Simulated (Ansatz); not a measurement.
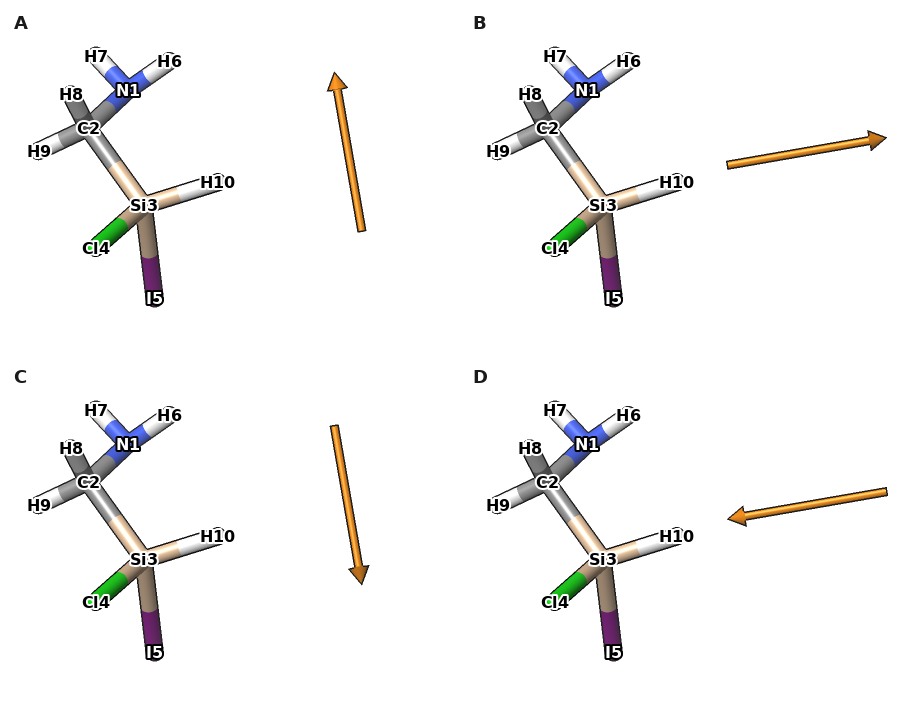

The same molecule four times, each with an arrow. The computed structure is the end point of a PBE0-D4/def2-TZVP optimisation. Method: RKS PBE-D4/def2-TZVPP, core potentials on I (Ansatz 0.2.0).

Question: Which arrow points along the dipole moment, from the negative to the positive end?

Answer: A. The dipole moment is 2.88 D; it points from the side of I5 to the side of H7 (the outermost atoms at the two ends).
